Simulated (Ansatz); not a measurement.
Rb$_{2}$NiF$_{6}$ (space group Fm-3m)

```xyz
9
Lattice="0.0000 4.2106 4.2106 4.2106 0.0000 4.2106 4.2106 4.2106 0.0000" Properties=species:S:1:pos:R:3 pbc="T T T"
Rb     6.3159     6.3159     6.3159
Rb     2.1053     2.1053     2.1053
Ni     0.0000     0.0000     0.0000
F      4.2106     6.6363     4.2106
F      4.2106     1.7849     4.2106
F      1.7849     4.2106     4.2106
F      6.6363     4.2106     4.2106
F      4.2106     4.2106     6.6363
F      4.2106     4.2106     1.7849
```

E(V) scan at fixed shape, V₀ the volume above. The atoms relax within the cell's symmetry.

All values below come from PBEsol (plane waves to 420 eV, PAW, scalar-relativistic; Ansatz, a first-principles code). k mesh 7×7×7 (Γ-centred), Fermi-Dirac smearing 0.05 eV. E stands for the smeared free energy. Rb2NiF6 is run without spin polarisation and with no Hubbard U. Rb2NiF6 was relaxed with its symmetry unable to fall. ΔE is measured from the relaxed starting cell.

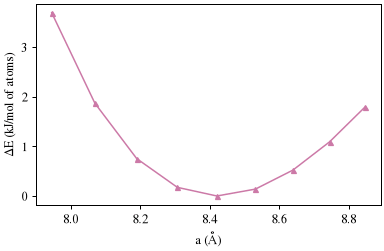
Figure. ΔE (kJ/mol of atoms) against a (Å); one marker a computed point.

The pressure derivative B₀′ (fit) comes out as 5.6. The equilibrium volume of the fit is 16.59 Å³/atom, the energy cost of the largest compression is 38.3 meV/atom and the pressure for 5 % compression (fit) comes out as 1.2 GPa. The bulk modulus B₀ (third-order Birch-Murnaghan fit) is 19.6 GPa.

P = (3B₀/2)(x⁷ − x⁵)[1 + ¾(B₀′ − 4)(x² − 1)] with x = (1/0.95)^(1/3), B₀ = 19.6 GPa and B₀′ = 5.65.

(A scan under strain: stresses follow from slopes of the energy per volume, elastic moduli from its curvatures.)
